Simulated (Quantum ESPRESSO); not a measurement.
# PbF2 (Fluorocronite): modes at Γ and the response to a field

Aim: the zone-centre modes of PbF2 (Fluorocronite).

Main program and level: Quantum ESPRESSO 7.5; DFT LDA, scalar-relativistic, plane waves, PseudoDojo norm-conserving pseudopotentials.

The database entry behind the starting cell differs from later determinations by our own check (0.1 to 0.3 % short, probably kX units), so it need not match the best structure at ambient conditions.

## Step 1: The starting structure

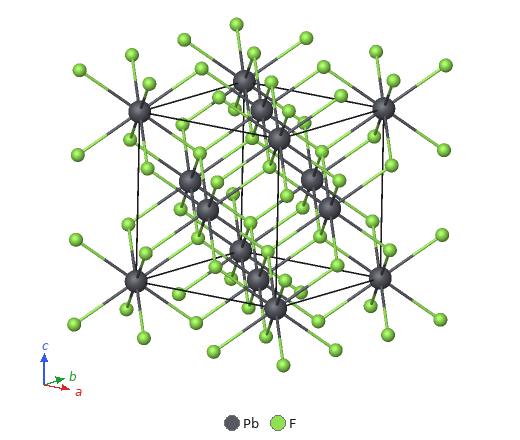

The starting structure, seen from a free direction (lead dark grey, fluorine green). This picture shows the conventional cell, with its axes. Some periodic images of atoms are drawn too.

## Step 2: A first look

A cheap run with smearing and empty bands tells whether the crystal has a gap, which decides between fixed occupations and smearing later on.

Contents of probe.in:

```
&CONTROL
  calculation = 'scf'
  prefix      = 'x'
  outdir      = './tmp'
  pseudo_dir  = './pseudo'
  tprnfor     = .true.
  tstress     = .true.
  verbosity   = 'high'
/
&SYSTEM
  ibrav       = 2
  celldm(1)   = 11.20101145
  nat         = 3
  ntyp        = 2
  ecutwfc     = 92.0
  occupations = 'smearing'
  smearing    = 'gaussian'
  degauss     = 0.01
/
&ELECTRONS
  conv_thr         = 1.0d-07
  mixing_beta      = 0.7
  electron_maxstep = 100
/
ATOMIC_SPECIES
 Pb    207.2000  Pb.upf
 F      18.9984  F.upf
ATOMIC_POSITIONS crystal
 Pb     0.000000000   0.000000000   0.000000000
 F      0.750000000   0.750000000   0.750000000
 F      0.250000000   0.250000000   0.250000000
K_POINTS automatic
 6 6 6 0 0 0
```

Run with:

```sh
> OMP_NUM_THREADS=1 mpirun -n 4 pw.x -nk 4 -in probe.in > probe.out
```

The log of the run:

```text
[banners, grids, parts of the stress and lines that vanish by symmetry left out]
Program PWSCF v.7.5
     bravais-lattice index     =            2
     lattice parameter (alat)  =      11.2010  a.u.
[...]
kinetic-energy cutoff     =      92.0000  Ry
     charge density cutoff     =     368.0000  Ry
     scf convergence threshold =      1.0E-07
[...]
Exchange-correlation= SLA  PW   NOGX NOGC
                           (   1   4   0   0   0   0   0)
[...]
48 Sym. Ops., with inversion, found
[...]
(     0          1          0      )
                  (     0          0          1      )
[...]
(  0.0000000  1.0000000  0.0000000 )
                  (  0.0000000  0.0000000  1.0000000 )
[...]
(     1          0         -1      )
                  (     0          0         -1      )
[...]
(     0          1         -1      )
                  (     0          1          0      )
[...]
( -1.0000000  0.0000000  0.0000000 )
                  (  0.0000000  1.0000000  0.0000000 )
[...]
number of k points=    16  Gaussian smearing, width (Ry)=  0.0100
[...]
End of self-consistent calculation
[...]
the Fermi energy is     5.4909 ev
!    total energy              =    -238.99818534 Ry
[...]
convergence has been achieved in   8 iterations
[...]
atom    1 type  1   force =     0.00000000    0.00000000   -0.00000000
     atom    2 type  2   force =     0.00000000    0.00000000    0.00000000
     atom    3 type  2   force =    -0.00000000    0.00000000   -0.00000000
[...]
Total force =     0.000000     Total SCF correction =     0.000000
[...]
total   stress  (Ry/bohr**3)                   (kbar)     P=      -45.31
[...]
XML data file, charge density, pseudopotentials, collected wavefunctions

   JOB DONE.
```

The job ended after 5.3 s (4 MPI ranks of Arm Neoverse V2, shared host; 21 s of CPU time).

Read from the output:

```yaml
volume_per_atom: 17.35 Å³
pressure: -4.531 GPa
gap_on_the_k_mesh: 4.286 eV
```

A gap of 4.3 eV opens on this mesh, so the crystal is taken as an insulator; the start stands at -4.5 GPa.

## Step 3: Relaxation

The relaxation runs at a cutoff a fifth above that of the response, since stress converges more slowly with the basis than frequencies do. Forces and stress are brought to rest with tight thresholds.

Contents of relax.in:

```
&CONTROL
  calculation   = 'vc-relax'
  prefix        = 'x'
  outdir        = './tmp'
  pseudo_dir    = './pseudo'
  tprnfor       = .true.
  tstress       = .true.
  forc_conv_thr = 2.0d-05
  etot_conv_thr = 1.0d-07
  nstep         = 40
/
&SYSTEM
  ibrav       = 2
  celldm(1)   = 11.20101145
  nat         = 3
  ntyp        = 2
  ecutwfc     = 110
  occupations = 'fixed'
  nbnd        = 16
/
&ELECTRONS
  conv_thr         = 1.0d-11
  mixing_beta      = 0.7
  electron_maxstep = 100
/
&IONS
/
&CELL
  press_conv_thr = 0.2
/
ATOMIC_SPECIES
 Pb    207.2000  Pb.upf
 F      18.9984  F.upf
ATOMIC_POSITIONS crystal
 Pb     0.000000000   0.000000000   0.000000000
 F      0.750000000   0.750000000   0.750000000
 F      0.250000000   0.250000000   0.250000000
K_POINTS automatic
 6 6 6 0 0 0
```

Run with:

```sh
> OMP_NUM_THREADS=1 mpirun -n 4 pw.x -nk 4 -in relax.in > relax.out
```

The log of the run:

```text
[banners, grids, parts of the stress and lines that vanish by symmetry left out]
[banner, memory and clock lines left out]
Program PWSCF v.7.5

[...]
kinetic-energy cutoff     =     110.0000  Ry
     charge density cutoff     =     440.0000  Ry
     scf convergence threshold =      1.0E-11
[...]
energy convergence thresh.=      1.0E-07
     force convergence thresh. =      2.0E-05
     press convergence thresh. =      2.0E-01
     Exchange-correlation= SLA  PW   NOGX NOGC
                           (   1   4   0   0   0   0   0)
[...]
48 Sym. Ops., with inversion, found
[...]
number of k points=    16
[...]
End of self-consistent calculation
[...]
highest occupied, lowest unoccupied level (ev):     4.7813    9.0676
!    total energy              =    -238.99823090 Ry
[...]
convergence has been achieved in  19 iterations
[...]
atom    1 type  1   force =     0.00000000    0.00000000    0.00000000
     atom    2 type  2   force =     0.00000000   -0.00000000   -0.00000000
     atom    3 type  2   force =     0.00000000    0.00000000    0.00000000
     Total force =     0.000000     Total SCF correction =     0.000000
[...]
total   stress  (Ry/bohr**3)                   (kbar)     P=      -45.31
[...]
number of bfgs steps    =   0
[...]
CELL_PARAMETERS (alat= 11.20101145)
[...]
ATOMIC_POSITIONS (crystal)
Pb               0.0000000000        0.0000000000        0.0000000000
F                0.7500000000        0.7500000000        0.7500000000
F                0.2500000000        0.2500000000        0.2500000000
[...]
New effective cutoffs (rho, wfc):  446.11  111.71
[...]
End of self-consistent calculation
[...]
highest occupied, lowest unoccupied level (ev):     5.1463    9.4335
!    total energy              =    -239.00028037 Ry
[...]
convergence has been achieved in   7 iterations
[...]
atom    1 type  1   force =     0.00000000    0.00000000    0.00000000
     atom    2 type  2   force =     0.00000000    0.00000000    0.00000000
     atom    3 type  2   force =    -0.00000000   -0.00000000    0.00000000
     Total force =     0.000000     Total SCF correction =     0.000000
[...]
total   stress  (Ry/bohr**3)                   (kbar)     P=      -29.18
[...]
number of bfgs steps    =   1
[...]
CELL_PARAMETERS (alat= 11.20101145)
[...]
ATOMIC_POSITIONS (crystal)
Pb               0.0000000000        0.0000000000        0.0000000000
[...]
New effective cutoffs (rho, wfc):  456.68  114.35
[...]
End of self-consistent calculation
[...]
highest occupied, lowest unoccupied level (ev):     5.7224   10.0059
!    total energy              =    -239.00153131 Ry
[...]
convergence has been achieved in  10 iterations
[...]
atom    1 type  1   force =     0.00000000    0.00000000    0.00000000
     atom    2 type  2   force =    -0.00000000    0.00000000    0.00000000
     atom    3 type  2   force =    -0.00000000   -0.00000000   -0.00000000
     Total force =     0.000000     Total SCF correction =     0.000000
[...]
total   stress  (Ry/bohr**3)                   (kbar)     P=       -0.91
[...]
number of bfgs steps    =   2
[...]
CELL_PARAMETERS (alat= 11.20101145)
[...]
ATOMIC_POSITIONS (crystal)
[...]
New effective cutoffs (rho, wfc):  457.02  114.44
[...]
End of self-consistent calculation
[...]
highest occupied, lowest unoccupied level (ev):     5.7410   10.0244
!    total energy              =    -239.00153237 Ry
[...]
convergence has been achieved in   7 iterations
[...]
atom    1 type  1   force =     0.00000000    0.00000000    0.00000000
     atom    2 type  2   force =    -0.00000000   -0.00000000    0.00000000
     atom    3 type  2   force =    -0.00000000   -0.00000000   -0.00000000
     Total force =     0.000000     Total SCF correction =     0.000000
[...]
total   stress  (Ry/bohr**3)                   (kbar)     P=        0.06
[...]
number of bfgs steps    =   3
[...]
small trust_radius: resetting bfgs history
[...]
CELL_PARAMETERS (alat= 11.20101145)
[...]
ATOMIC_POSITIONS (crystal)
[...]
New effective cutoffs (rho, wfc):  457.01  114.43
[...]
End of self-consistent calculation
[...]
highest occupied, lowest unoccupied level (ev):     5.7405   10.0238
!    total energy              =    -239.00153237 Ry
[...]
convergence has been achieved in   5 iterations
[...]
atom    1 type  1   force =     0.00000000    0.00000000    0.00000000
     atom    2 type  2   force =    -0.00000000   -0.00000000    0.00000000
     atom    3 type  2   force =    -0.00000000    0.00000000   -0.00000000
     Total force =     0.000000     Total SCF correction =     0.000000
[...]
total   stress  (Ry/bohr**3)                   (kbar)     P=        0.04
[...]
bfgs converged in   5 scf cycles and   4 bfgs steps
[...]
End of BFGS Geometry Optimization
     Final enthalpy           =    -239.0015323702 Ry
     File ./tmp/x.bfgs deleted, as requested
[...]
CELL_PARAMETERS (alat= 11.20101145)
[...]
ATOMIC_POSITIONS (crystal)
[...]
F                0.7500000000        0.7500000000        0.7500000000
F                0.2500000000        0.2500000000        0.2500000000
[...]
Final scf calculation at the relaxed structure.
[...]
kinetic-energy cutoff     =     110.0000  Ry
     charge density cutoff     =     440.0000  Ry
     scf convergence threshold =      1.0E-13
[...]
press convergence thresh. =      2.0E-01
     Exchange-correlation= SLA  PW   NOGX NOGC
                           (   1   4   0   0   0   0   0)
[...]
48 Sym. Ops., with inversion, found
[...]
number of k points=    16
[...]
End of self-consistent calculation
[...]
highest occupied, lowest unoccupied level (ev):     5.7405   10.0238
!    total energy              =    -239.00153041 Ry
[...]
convergence has been achieved in  16 iterations
[...]
atom    1 type  1   force =    -0.00000000   -0.00000000   -0.00000000
     atom    2 type  2   force =    -0.00000000    0.00000000   -0.00000000
     atom    3 type  2   force =    -0.00000000   -0.00000000    0.00000000
     Total force =     0.000000     Total SCF correction =     0.000000
[...]
total   stress  (Ry/bohr**3)                   (kbar)     P=        0.03
[...]
XML data file, charge density, pseudopotentials, collected wavefunctions
```

Wall time 49 s (4 MPI ranks); 3.3 min of CPU time.

Step by step:

```csv
step,energy less that of the first step (eV),largest force (eV/Å),pressure (GPa),volume (Å³)
1,0.0000,0.0000,-4.53,52.06
2,-0.0279,0.0000,-2.92,50.87
3,-0.0449,0.0000,-0.09,49.11
4,-0.0449,0.0000,0.01,49.06
5,-0.0449,0.0000,0.00,49.06
6,-0.0449,0.0000,0.00,49.06
```

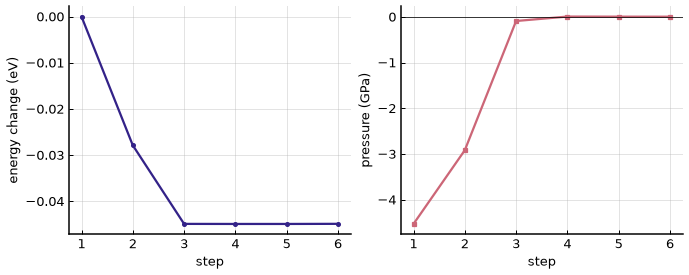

Energy and pressure along the relaxation.

```csv
"conventional cell, symmetrised",before,after,change
a (Å),5.927,5.811,-2.0 %
b (Å),5.927,5.811,-2.0 %
c (Å),5.927,5.811,-2.0 %
volume (Å³/atom),17.35,16.35,-5.8 %
```

The relaxed structure:

```
Pb F
1.0
    -2.90556    0.00000    2.90556
     0.00000    2.90556    2.90556
    -2.90556    2.90556    0.00000
Pb F
1 2
Direct
  0.00000 0.00000 0.00000
  0.75000 0.75000 0.75000
  0.25000 0.25000 0.25000
```

The last row of the table of steps is pw.x's closing run on a basis chosen anew for the final cell, so its energy can jump.

Read from the output:

```
volume per atom   : 16.35 Å³
pressure          : 0.003000 GPa
gap on the k-mesh : 4.283 eV
```

The volume changes by -5.8 % from the cell with which this run began.

## Step 4: Ground state

The response is built on this ground state, so it is converged far tighter than an energy would need. With a gap, occupations are fixed, which also allows the response to an electric field.

Contents of scf.in:

```
&CONTROL
  calculation = 'scf'
  prefix      = 'x'
  outdir      = './tmp'
  pseudo_dir  = './pseudo'
  tprnfor     = .true.
  tstress     = .true.
/
&SYSTEM
  ibrav       = 2
  celldm(1)   = 10.98143737
  nat         = 3
  ntyp        = 2
  ecutwfc     = 92.0
  occupations = 'fixed'
  nbnd        = 16
/
&ELECTRONS
  conv_thr         = 1.0d-12
  mixing_beta      = 0.7
  electron_maxstep = 100
/
ATOMIC_SPECIES
 Pb    207.2000  Pb.upf
 F      18.9984  F.upf
ATOMIC_POSITIONS crystal
 Pb     0.000000000   0.000000000   0.000000000
 F      0.750000000   0.750000000   0.750000000
 F      0.250000000   0.250000000   0.250000000
K_POINTS automatic
 8 8 8 0 0 0
```

Run with:

```sh
> OMP_NUM_THREADS=1 mpirun -n 4 pw.x -nk 4 -in scf.in > scf.out
```

The log of the run:

```text
[banners, grids, parts of the stress and lines that vanish by symmetry left out]
[banner, memory and clock lines left out]
Program PWSCF v.7.5

[...]
kinetic-energy cutoff     =      92.0000  Ry
     charge density cutoff     =     368.0000  Ry
     scf convergence threshold =      1.0E-12
[...]
Exchange-correlation= SLA  PW   NOGX NOGC
                           (   1   4   0   0   0   0   0)
[...]
48 Sym. Ops., with inversion, found
[...]
number of k points=    29
[...]
End of self-consistent calculation
[...]
highest occupied, lowest unoccupied level (ev):     5.7709   10.0238
!    total energy              =    -239.00148442 Ry
[...]
convergence has been achieved in  14 iterations
[...]
atom    1 type  1   force =     0.00000000    0.00000000    0.00000000
     atom    2 type  2   force =     0.00000000    0.00000000    0.00000000
     atom    3 type  2   force =     0.00000000    0.00000000    0.00000000
     Total force =     0.000000     Total SCF correction =     0.000000
[...]
total   stress  (Ry/bohr**3)                   (kbar)     P=       -0.03
[...]
XML data file, charge density, pseudopotentials, collected wavefunctions
```

It took 12 s on 4 MPI ranks.

Numbers from this step:

- pressure: -0.003000 GPa
- gap on the k-mesh: 4.253 eV

The cell stands at -0.0030 GPa, close enough for phonons.

(Part 1 of 4 ends here.)

[Host names and launcher messages were left out of these logs when they were recorded.]

[Logs are printed without paths, hosts, clocks, repeated set-up lines and the standing remarks that a program may print on its own settings, such as how far it seeks lower states.]

[Hosts, paths, dates, database ids (printed as entryN), source tags and the programs' standing remarks are cut or masked in the printed files.]
